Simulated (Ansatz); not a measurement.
# quartet CaI at 3 levels

We compute a comparison of 3 runs (UBLYP/def2-TZVPP, UPBE/def2-TZVPP, UMP2/def2-TZVPP) of quartet CaI. 

The calculation is run with Ansatz 0.2.0.

12 further runs of the same task are left out: 12 set aside as unsound or not needed.

## (1) Starting point

CaI has 2 atoms, charge 0, and is taken as a quartet. SMILES of the parent species: `[Ca][I]`. The shape comes from GFN2-xTB, which is rough for such elements, and wasn't checked as a minimum. That shape belongs to the parent species and isn't relaxed for this state.

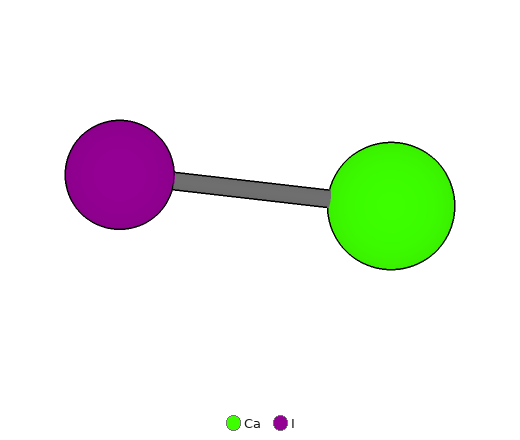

Viewed from a chosen angle; calcium green, iodine purple.

## (2) The energy at UBLYP/def2-TZVPP (core potential) (run 1)

Contents of job.yaml:

```yaml
crystal:
  periodic: [false, false, false]
  atoms:
    - symbol: Ca
      position_ang: [0.000000, 0.000000, 0.000000]
    - symbol: I
      position_ang: [0.000000, 0.000000, 2.927200]
basis:
  gaussian:
    orbitals: def2-TZVPP
magnetization:
  spin_polarized: true
  initial_magnetization: 3
hamiltonian:
  xc: {name: BLYP}
accuracy: high
output:
  orbitals: {seedname: orbitals}
```

Run with:

```sh
$ ansatz run job.yaml --threads 1 --pin off --max-ram 2610MiB --events-out events.jsonl --progress --plain --runs-dir runs
```

Standard output:

```text
Warning: RAYON_NUM_THREADS=1 ignored (pool sized by the plan → 1); use --threads N
Functional definition: BLYP
  name "BLYP"
  parameter beta = 0.0042
  parameter a = 0.04918
  parameter b = 0.132
  parameter c = 0.2533
  parameter d = 0.349
  exchange = b88_x(beta = beta)
  correlation = lyp_c(a = a, b = b, c = c, d = d)
1463 factors; integrals over basis functions are off by at most 3.7e-9 eV
mean field evaluation 1: about -26532.4095 eV, gradient 1.5e1 eV
mean field evaluation 2: about -26530.6029 eV, gradient 2.5e1 eV
mean field evaluation 4: about -26533.8349 eV, gradient 6.8e0 eV
mean field evaluation 8: about -26534.1359 eV, gradient 3.8e0 eV
mean field evaluation 16: about -26534.2681 eV, gradient 1.6e-1 eV
mean field evaluation 32: about -26534.2880 eV, gradient 6.1e-2 eV
mean field evaluation 64: about -26533.9334 eV, gradient 6.3e0 eV
mean field evaluation 96: about -26534.2654 eV, gradient 7.7e-8 eV
mean field evaluation 128: about -26534.1967 eV, gradient 2.1e0 eV
mean field evaluation 160: about -26534.1039 eV, gradient 1.8e-1 eV
mean field evaluation 192: about -26534.2656 eV, gradient 8.6e-1 eV
mean field evaluation 224: about -26534.2791 eV, gradient 3.1e-1 eV
mean field evaluation 256: about -26534.2375 eV, gradient 1.2e-1 eV
mean field evaluation 288: about -26534.2746 eV, gradient 9.3e-3 eV
mean field evaluation 320: about -26534.0218 eV, gradient 3.1e0 eV
mean field evaluation 352: about -26534.1461 eV, gradient 8.6e-1 eV
mean field evaluation 384: about -26534.1744 eV, gradient 3.8e-1 eV
mean field -26534.29004586 eV, -975.1171735975 hartree, gradient 3.5e-8 eV, S^2 3.751763; 18 other end points of the search recorded, 0 dependent functions left out
reference -26534.29009024 eV, -975.1171752285 hartree; 24, 21 occupied and 62, 65 virtual orbitals, 1463 factors
Total energy: -26534.29009024 eV, -975.1171752285 hartree
```

It took 2.2 min on 1 thread of Intel Xeon Platinum 8488C (Sapphire Rapids), shared host; peak memory 0.28 GiB.

## (3) A single-point energy at UPBE/def2-TZVPP (core potential) (run 2)

Contents of job.yaml:

```yaml
crystal:
  periodic: [false, false, false]
  atoms:
    - {symbol: Ca, position_ang: [0.000000, 0.000000, 0.000000]}
    - {symbol: I, position_ang: [0.000000, 0.000000, 2.927200]}
basis:
  gaussian: {orbitals: def2-TZVPP}
hamiltonian: {xc: pbe}
output: {orbitals: {seedname: orbitals}}
accuracy: high
magnetization: {spin_polarized: true, initial_magnetization: 3}
```

Run with:

```sh
$ ansatz run job.yaml --threads 1 --pin off --max-ram 2610MiB --events-out events.jsonl --progress --plain --runs-dir runs
```

Standard output (excerpt; [...] marks lines left out):

```text
Warning: RAYON_NUM_THREADS=1 ignored (pool sized by the plan → 1); use --threads N
Functional definition: PBE
  name "PBE"
[...]
1463 factors; integrals over basis functions are off by at most 3.7e-9 eV
[...]
mean field -26529.27985064 eV, -974.9330523193 hartree, gradient 9.6e-8 eV, S^2 3.752569; 18 other end points of the search recorded, 0 dependent functions left out
reference -26529.27985371 eV, -974.9330524320 hartree; 24, 21 occupied and 62, 65 virtual orbitals, 1463 factors
Total energy: -26529.27985371 eV, -974.9330524320 hartree
```

It took 2.3 min on 1 thread of Intel Xeon Platinum 8488C (Sapphire Rapids), shared host; peak memory 0.29 GiB.

## (4) A single-point energy at UMP2/def2-TZVPP (core potential) (run 3)

Contents of molecule.yaml:

```yaml
crystal:
  periodic: [false, false, false]
  atoms:
    - {symbol: Ca, position_ang: [0.000000, 0.000000, 0.000000]}
    - {symbol: I, position_ang: [0.000000, 0.000000, 2.927200]}
basis:
  gaussian: {orbitals: def2-TZVPP}
correlation: {method: mp2, frozen_orbitals: {Ca: 5, I: 4}}
accuracy: high
magnetization: {spin_polarized: true, initial_magnetization: 3}
```

Run with:

```sh
$ ansatz run molecule.yaml --threads 1 --pin off --max-ram 2610MiB --events-out events.jsonl --progress --plain --runs-dir runs
```

Standard output (excerpt; [...] marks lines left out):

```text
Warning: RAYON_NUM_THREADS=1 ignored (pool sized by the plan → 1); use --threads N
Functional definition: HF
  name "HF"
[...]
1463 factors; integrals over basis functions are off by at most 3.7e-9 eV
[...]
mean field -26486.26966880 eV, -973.3524572901 hartree, gradient 2.9e-8 eV, S^2 3.760177; 18 other end points of the search recorded, 0 dependent functions left out
9 core orbitals not correlated: weight in the atoms' cores, before any rotation towards them, 1.000 or more for the frozen orbitals, at most 0.000 for the correlated occupied ones
reference -26486.26966880 eV, -973.3524572901 hartree; 15, 12 occupied and 62, 65 virtual orbitals, 1463 factors
second order -17.68668392 eV of doubles, -0.00000000 eV of singles
Total energy: -26503.95635273 eV, -974.0024309358 hartree
```

Run time: 30 s. Hardware: 1 thread of Intel Xeon Platinum 8488C (Sapphire Rapids), shared host; peak memory 0.28 GiB.

## (5) All runs side by side

```csv
run,level,frozen core orbitals,energy (Eh),HOMO energy (eV),⟨S²⟩,wall time
1,UBLYP/def2-TZVPP (core potential),–,-975.117175,-1.61,3.752,2.2 min
2,UPBE/def2-TZVPP (core potential),–,-974.933052,-1.88,3.753,2.3 min
3,UMP2/def2-TZVPP (core potential),9,-974.002431,–,3.760,30 s
```

## (6) Outcome

```
                                          quantity          value
                               run 3: total energy  -974.00243 Eh
run 3: correlation energy (9 core orbitals frozen)     -650.0 mEh
          run 3: ⟨S²⟩ of the reference determinant          3.760
```

What this shows: Totals of different functionals can't be ranked against each other. All runs together took 4.9 min, the longest 2.3 min.
